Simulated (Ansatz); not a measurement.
# Run report: C2H8B, geometry relaxation

The run: geometry relaxation of C2H8B, multiplicity 2. Method and program: UKS LDA/6-31G* (Ansatz 0.2.0).

The input holds or restrains some coordinates. Forces given for the steps count only the free coordinates. It belongs to a series of runs on one base structure; here: pulled along the bonds that form and break, towards end A. Figures and captions count atoms from 1; the log counts them from 0 in places.

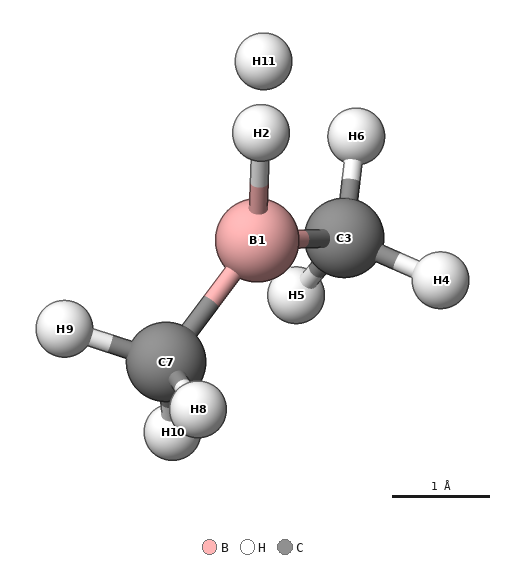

The starting structure (ball-and-stick view, seen at a tilt; atoms are numbered from 1 in the order of the input). Bond lengths as drawn: B–C 1.60 Å, B–H 1.44 Å and C–H 1.11 Å.

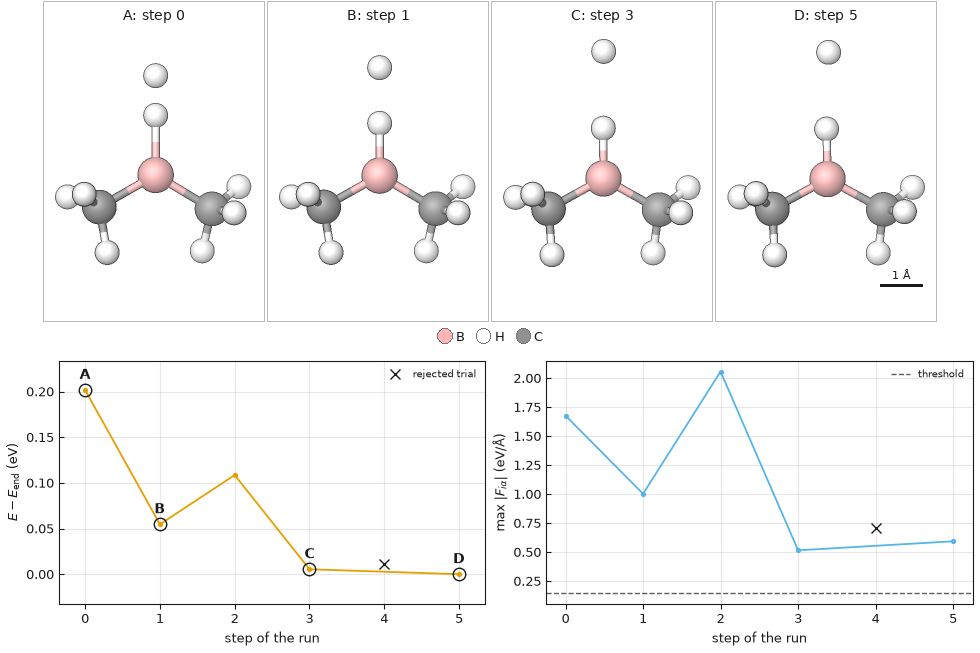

Frames of the restrained relaxation (ball-and-stick view, seen at a tilt) above the curves, on which the letters mark them (the first geometry is step 0 here and step 1 in the log).

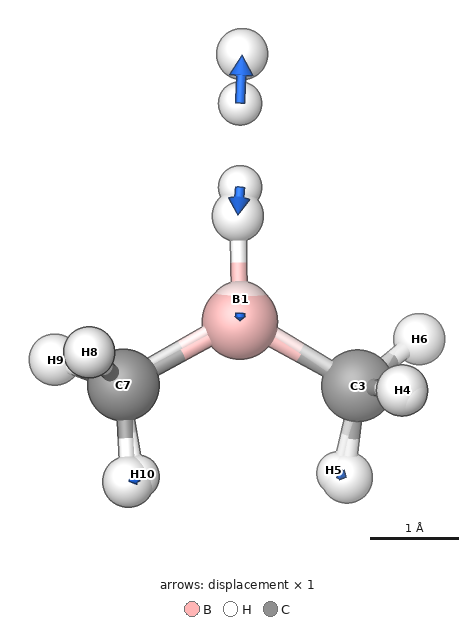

Start (faint) and end (solid) with the displacements as blue arrows, at true length (ball-and-stick view, seen at a tilt). The two geometries are laid on each other by the best rigid fit. After 5 geometry steps the energy has fallen by 0.202 eV. Largest force component: 1.7 eV/Å at the start, 0.59 eV/Å at the end. The line search rejected the trial step at point 4 (counted from 0) and went back. The atom that moves furthest after the best rigid fit is H11 (0.57 Å). Largest moves by element: H 0.57 Å, B 0.10 Å, C 0.05 Å. Distances before and after: B1–H2 1.440 → 1.206 Å, B1–C3 1.600 → 1.551 Å, C3–H6 1.110 → 1.105 Å. Among the angles that change: B1–C7–H10 109.5° → 115.4°, H8–C7–H9 109.4° → 103.8°, B1–C3–H6 109.5° → 115.1°. (Atoms are counted from 1 in the order of the input.)

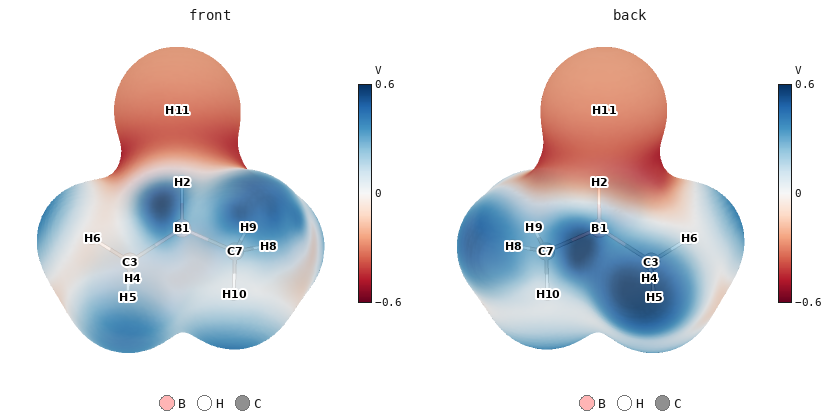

The electrostatic potential painted on the density surface at 0.001 e/bohr³, seen at a tilt and from behind; the colour scale runs from red (negative) to blue (positive).

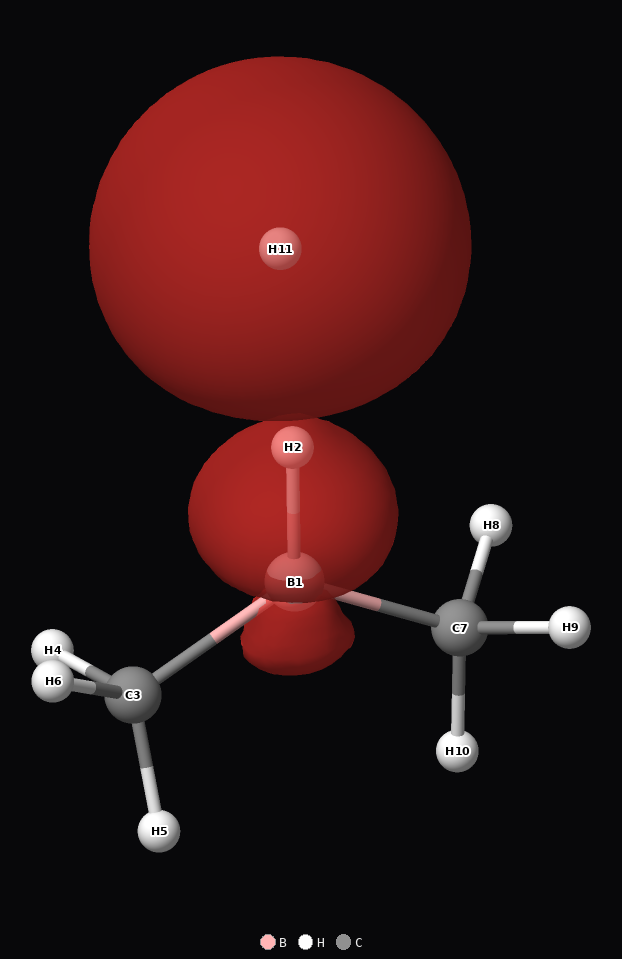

Isosurfaces of the spin density at +0.008 (red) and −0.008 e/Å³ (blue), seen at a tilt. The unpaired spin (1 electron) lies mostly on H11 (about 0.9), in electrons by Hirshfeld's partition. Only one sign reaches the isovalue.

These pictures come from the run below.

### Input
```yaml
crystal:
  periodic: [false, false, false]
  atoms:
    - { symbol: B, position_ang: [0.0, 0.0, 0.0] }
    - { symbol: H, position_ang: [0.0, 0.0, 1.44] }
    - { symbol: C, position_ang: [1.3856, 0.0, -0.8] }
    - { symbol: H, position_ang: [1.7152, -1.0462, -0.9702] }
    - { symbol: H, position_ang: [1.2491, 0.508, -1.7774] }
    - { symbol: H, position_ang: [2.1552, 0.5381, -0.2082] }
    - { symbol: C, position_ang: [-1.3856, 0.0, -0.8] }
    - { symbol: H, position_ang: [-1.9458, -0.9305, -0.5708] }
    - { symbol: H, position_ang: [-1.9898, 0.8797, -0.4946] }
    - { symbol: H, position_ang: [-1.1839, 0.0508, -1.8903] }
    - { symbol: H, position_ang: [0.0, 0.0, 2.4] }
magnetization:
  spin_polarized: true
  initial_magnetization: 1
basis:
  gaussian: { orbitals: "6-31G*" }
hamiltonian:
  xc: lda
relax:
  f_tol: 0.15
  max_steps: 25
  restrain:
    - { distance: [1, 10], at: 1.86, k: 30.0 }
    - { distance: [0, 1], at: 1.19, k: 30.0 }
output:
  orbitals: {}
```

Launch command:
```bash
ansatz run input.yaml --threads 1 --pin off --max-ram 2048MiB --backend cpu --events-out ev --progress --plain --runs-dir out
```

### The program's output
```
The last accepted step is kept in [file] (removed where the run ends without a failure and the disk answers)
Engine: ansatz 0.2.0, aarch64-unknown-linux-gnu
Functional definition: SPW92
  exchange = slater_x
  correlation = pw_c
839 factors; their error is unknown
mean field evaluation 1: about -2837.9650 eV, gradient 4.6e1 eV
mean field evaluation 2: about -2826.3317 eV, gradient 6.2e1 eV
mean field evaluation 4: about -2847.8069 eV, gradient 1.6e0 eV
mean field evaluation 8: about -2847.8237 eV, gradient 1.9e-2 eV
mean field evaluation 16: about -2847.7695 eV, gradient 8.4e-5 eV
mean field -2847.76946619 eV, -104.6535975949 hartree, gradient 6.4e-6 eV, S^2 0.752034; 1 other end points of the search recorded, 0 dependent functions left out
the calculation of the forces begins
reference -2847.76948939 eV, -104.6535984476 hartree; 13, 12 occupied and 48, 49 virtual orbitals, 839 factors
relax step   1: F+E_penalty+E_count = -2847.76946619 eV  Δ(F+E_penalty+E_count) = +0.000e0 eV  max|allowed force component| = 1.677e0 eV/Å  E_restraint = 13.08750000 eV  max|allowed force component, restraints' pulls added| = 3.498e1 eV/Å  Δτ_max = 0.0000 Å  (41 SCF iters, accepted)
  distance H 1 - H 10 = 0.9600 Å
  distance B 0 - H 1 = 1.4400 Å
these checks for a lower state are left out or cut short: starts, cluster_reference, orbital_swaps, neighbouring_geometries, increment
839 factors; their error is unknown
mean field -2847.91648480 eV, -104.6590004294 hartree, gradient 2.3e-5 eV, S^2 0.751130; 0 other end points of the search recorded, 0 dependent functions left out
the calculation of the forces begins
reference -2847.91650827 eV, -104.6590012919 hartree; 13, 12 occupied and 48, 49 virtual orbitals, 839 factors
relax step   2: F+E_penalty+E_count = -2847.91648480 eV  Δ(F+E_penalty+E_count) = -1.470e-1 eV  max|allowed force component| = 1.002e0 eV/Å  E_restraint = 4.05187140 eV  max|allowed force component, restraints' pulls added| = 1.765e1 eV/Å  Δτ_max = 0.1944 Å  (32 SCF iters, accepted)
  distance H 1 - H 10 = 1.3457 Å
  distance B 0 - H 1 = 1.2651 Å
these checks for a lower state are left out or cut short: starts, cluster_reference, orbital_swaps, neighbouring_geometries, increment
839 factors; their error is unknown
mean field evaluation 32: about -2847.9133 eV, gradient 1.9e-1 eV
mean field -2847.86258815 eV, -104.6570197639 hartree, gradient 1.3e-5 eV, S^2 0.750444; 0 other end points of the search recorded, 0 dependent functions left out
the calculation of the forces begins
reference -2847.86261232 eV, -104.6570206521 hartree; 13, 12 occupied and 48, 49 virtual orbitals, 839 factors
relax step   3: F+E_penalty+E_count = -2847.86258815 eV  Δ(F+E_penalty+E_count) = +5.390e-2 eV  max|allowed force component| = 2.057e0 eV/Å  E_restraint = 0.45110797 eV  max|allowed force component, restraints' pulls added| = 5.099e0 eV/Å  Δτ_max = 0.1948 Å  (28 SCF iters, accepted)
  distance H 1 - H 10 = 1.6906 Å
  distance B 0 - H 1 = 1.1530 Å
these checks for a lower state are left out or cut short: starts, cluster_reference, orbital_swaps, neighbouring_geometries, increment
839 factors; their error is unknown
mean field -2847.96569975 eV, -104.6608090455 hartree, gradient 1.3e-5 eV, S^2 0.750312; 0 other end points of the search recorded, 0 dependent functions left out
the calculation of the forces begins
reference -2847.96572441 eV, -104.6608099517 hartree; 13, 12 occupied and 48, 49 virtual orbitals, 839 factors
relax step   4: F+E_penalty+E_count = -2847.96569975 eV  Δ(F+E_penalty+E_count) = -1.031e-1 eV  max|allowed force component| = 5.152e-1 eV/Å  E_restraint = 0.00745016 eV  max|allowed force component, restraints' pulls added| = 2.814e-1 eV/Å  Δτ_max = 0.1972 Å  (27 SCF iters, accepted)
  distance H 1 - H 10 = 1.8587 Å
  distance B 0 - H 1 = 1.2122 Å
these checks for a lower state are left out or cut short: starts, cluster_reference, orbital_swaps, neighbouring_geometries, increment
839 factors; their error is unknown
mean field -2847.96047885 eV, -104.6606171809 hartree, gradient 2.2e-5 eV, S^2 0.750311; 0 other end points of the search recorded, 0 dependent functions left out
the calculation of the forces begins
reference -2847.96050344 eV, -104.6606180843 hartree; 13, 12 occupied and 48, 49 virtual orbitals, 839 factors
relax step   5: F+E_penalty+E_count = -2847.96047885 eV  Δ(F+E_penalty+E_count) = +5.221e-3 eV  max|allowed force component| = 7.059e-1 eV/Å  E_restraint = 0.00369569 eV  max|allowed force component, restraints' pulls added| = 3.130e-1 eV/Å  Δτ_max = 0.0702 Å  (26 SCF iters, rejected (line search))
  distance H 1 - H 10 = 1.8544 Å
  distance B 0 - H 1 = 1.2047 Å
these checks for a lower state are left out or cut short: starts, cluster_reference, orbital_swaps, neighbouring_geometries, increment
839 factors; their error is unknown
mean field -2847.97116297 eV, -104.6610098150 hartree, gradient 2.1e-5 eV, S^2 0.750313; 0 other end points of the search recorded, 0 dependent functions left out
the calculation of the forces begins
reference -2847.97118757 eV, -104.6610107191 hartree; 13, 12 occupied and 48, 49 virtual orbitals, 839 factors
relax step   6: F+E_penalty+E_count = -2847.97116297 eV  Δ(F+E_penalty+E_count) = -5.463e-3 eV  max|allowed force component| = 5.929e-1 eV/Å  E_restraint = 0.00404123 eV  max|allowed force component, restraints' pulls added| = 8.095e-2 eV/Å  Δτ_max = 0.0339 Å  (27 SCF iters, accepted)
  distance H 1 - H 10 = 1.8580 Å
  distance B 0 - H 1 = 1.2063 Å
839 factors; their error is unknown
mean field evaluation 64: about -2847.7819 eV, gradient 6.1e0 eV
mean field -2847.97116297 eV, -104.6610098150 hartree, gradient 2.1e-5 eV, S^2 0.750313; 1 other end points of the search recorded, 0 dependent functions left out
the calculation of the forces begins
reference -2847.97118757 eV, -104.6610107191 hartree; 13, 12 occupied and 48, 49 virtual orbitals, 839 factors
Total energy: -2847.97118757 eV, -104.6610107191 hartree
Atom 0 at     0.000603     0.015639    -0.097688 Å, force    -0.010348     0.099566    -0.551222 eV/Å
Atom 1 at    -0.033464    -0.030295     1.107251 Å, force     0.002479    -0.062779     0.592884 eV/Å
Atom 2 at     1.379711     0.053473    -0.807034 Å, force    -0.039890     0.072885    -0.037602 eV/Å
Atom 3 at     1.681653    -1.010255    -0.938043 Å, force    -0.005835    -0.032478     0.015581 eV/Å
Atom 4 at     1.343556     0.486068    -1.825656 Å, force     0.025471    -0.028391     0.027552 eV/Å
Atom 5 at     2.193455     0.520782    -0.223969 Å, force    -0.013835    -0.009662     0.004370 eV/Å
Atom 6 at    -1.360016    -0.001159    -0.847199 Å, force     0.039960    -0.057466    -0.025526 eV/Å
Atom 7 at    -1.941928    -0.899007    -0.551665 Å, force    -0.005642     0.013278     0.002159 eV/Å
Atom 8 at    -1.987483     0.846713    -0.501358 Å, force     0.020759     0.004491     0.012921 eV/Å
Atom 9 at    -1.294649     0.035388    -1.950653 Å, force    -0.010151     0.000934     0.028143 eV/Å
Atom 10 at     0.018563    -0.017447     2.964514 Å, force    -0.002968    -0.000378    -0.069259 eV/Å
Dipole moment:    -0.009061    -0.032305    -0.204860 e Å
```

### Trajectory as extended XYZ (Å, eV, eV/Å), 6 frames, from step=1 to step=6
```
11
Properties=species:S:1:pos:R:3:forces:R:3 step=1 energy=-2847.76947
B     0.0000    0.0000    0.0000   -0.0520  -0.1473  -1.6766
H     0.0000    0.0000    1.4400   -0.0179  -0.0317  -0.4773
C     1.3856    0.0000   -0.8000   -0.9874   0.5200   1.0453
H     1.7152   -1.0462   -0.9702    0.0529   0.0889   0.0122
H     1.2491    0.5080   -1.7774    0.1094  -0.1809  -0.0036
H     2.1552    0.5381   -0.2082    0.1541  -0.2663  -0.2001
C    -1.3856    0.0000   -0.8000    1.2312   0.0352   0.6100
H    -1.9458   -0.9305   -0.5708   -0.1505   0.2048   0.0295
H    -1.9898    0.8797   -0.4946   -0.1492  -0.2207  -0.0051
H    -1.1839    0.0508   -1.8903   -0.1999  -0.0142   0.0678
H     0.0000    0.0000    2.4000    0.0092   0.0122   0.5980
11
Properties=species:S:1:pos:R:3:forces:R:3 step=2 energy=-2847.91649
B    -0.0004   -0.0018   -0.0164   -0.0274  -0.0663  -1.0024
H    -0.0003   -0.0005    1.2487   -0.0293  -0.0534   0.0369
C     1.3790    0.0043   -0.7929   -0.7154   0.4095   0.5508
H     1.7147   -1.0428   -0.9690    0.0061   0.1569   0.0328
H     1.2506    0.5054   -1.7763    0.1316  -0.2093   0.0407
H     2.1575    0.5352   -0.2098    0.1116  -0.2244  -0.1193
C    -1.3772    0.0002   -0.7966    0.9095   0.0103   0.2112
H    -1.9467   -0.9270   -0.5701   -0.0925   0.2119   0.0488
H    -1.9907    0.8761   -0.4944   -0.0757  -0.2214   0.0247
H    -1.1866    0.0506   -1.8891   -0.2223  -0.0194   0.0937
H     0.0001    0.0002    2.5944    0.0039   0.0055   0.0821
11
Properties=species:S:1:pos:R:3:forces:R:3 step=3 energy=-2847.86259
B    -0.0005   -0.0016   -0.0543    0.0032  -0.0336  -1.8437
H    -0.0020   -0.0035    1.0987   -0.0412  -0.0682   2.0567
C     1.3728    0.0112   -0.7914   -0.3096   0.2582   0.0267
H     1.7134   -1.0365   -0.9680   -0.0388   0.1758   0.0351
H     1.2562    0.5007   -1.7790    0.1914  -0.1503  -0.0639
H     2.1593    0.5301   -0.2115    0.0615  -0.1564  -0.0532
C    -1.3677    0.0001   -0.8009    0.4112  -0.0086  -0.1833
H    -1.9471   -0.9206   -0.5687   -0.0166   0.1912   0.0472
H    -1.9900    0.8693   -0.4935    0.0105  -0.1966   0.0298
H    -1.1947    0.0500   -1.8921   -0.2730  -0.0134  -0.0673
H     0.0004    0.0006    2.7893    0.0013   0.0018   0.0159
11
Properties=species:S:1:pos:R:3:forces:R:3 step=4 energy=-2847.96570
B     0.0007    0.0273   -0.0835    0.0297  -0.1844  -0.5152
H    -0.0134   -0.0239    1.1276   -0.0363   0.0049   0.4516
C     1.3718    0.0362   -0.8152   -0.0265   0.2814  -0.0045
H     1.6882   -1.0195   -0.9676   -0.0519  -0.0147   0.0506
H     1.3159    0.4911   -1.8258    0.0466  -0.0775   0.0714
H     2.1807    0.5150   -0.2328    0.0302  -0.0526  -0.0428
C    -1.3561    0.0019   -0.8408    0.0827   0.0272  -0.0938
H    -1.9302   -0.9080   -0.5664   -0.0052   0.0473   0.0347
H    -1.9938    0.8471   -0.5083   -0.0216  -0.0298   0.0157
H    -1.2620    0.0425   -1.9448   -0.0474  -0.0007   0.1036
H    -0.0018   -0.0099    2.9862   -0.0003  -0.0011  -0.0712
11
Properties=species:S:1:pos:R:3:forces:R:3 step=5 energy=-2847.96048 accepted=F
B     0.0107    0.0225   -0.0847   -0.2790   0.0432  -0.7059
H    -0.0826   -0.0250    1.1154    0.2070  -0.0386   0.6350
C     1.3808    0.0529   -0.8120   -0.0344   0.1110   0.0449
H     1.6723   -1.0124   -0.9527    0.0025  -0.0228   0.0175
H     1.3348    0.4933   -1.8293   -0.0035  -0.0602   0.1056
H     2.2014    0.5154   -0.2370    0.0474  -0.0139   0.0113
C    -1.3492   -0.0020   -0.8404    0.0393  -0.0230  -0.0712
H    -1.9303   -0.9026   -0.5496    0.0042   0.0371   0.0264
H    -1.9820    0.8480   -0.5053    0.0396  -0.0396   0.0171
H    -1.2767    0.0298   -1.9427   -0.0157   0.0072  -0.0171
H     0.0209   -0.0200    2.9669   -0.0074  -0.0003  -0.0634
11
Properties=species:S:1:pos:R:3:forces:R:3 step=6 energy=-2847.97116
B     0.0006    0.0156   -0.0977   -0.0103   0.0996  -0.5512
H    -0.0335   -0.0303    1.1073    0.0025  -0.0628   0.5929
C     1.3797    0.0535   -0.8070   -0.0399   0.0729  -0.0376
H     1.6817   -1.0103   -0.9380   -0.0058  -0.0325   0.0156
H     1.3436    0.4861   -1.8257    0.0255  -0.0284   0.0276
H     2.1935    0.5208   -0.2240   -0.0138  -0.0097   0.0044
C    -1.3600   -0.0012   -0.8472    0.0400  -0.0575  -0.0255
H    -1.9419   -0.8990   -0.5517   -0.0056   0.0133   0.0022
H    -1.9875    0.8467   -0.5014    0.0208   0.0045   0.0129
H    -1.2946    0.0354   -1.9507   -0.0102   0.0009   0.0281
H     0.0186   -0.0174    2.9645   -0.0030  -0.0004  -0.0693
```

### Summary

| quantity | value |
| --- | --- |
| outcome | converged under the restraints of the input |
| total energy | −2847.9712 eV |
| mean-field energy | −2847.9712 eV |
| ⟨S²⟩ | 0.750 |
| largest force (length of the vector) at the end, held atoms and coordinates included | 0.596 eV/Å |
| hardware | 1 thread of Arm Neoverse V2, 24 GiB of memory available, shared host |
| wall time | 8.5 s |
| peak memory | 0.12 GiB |
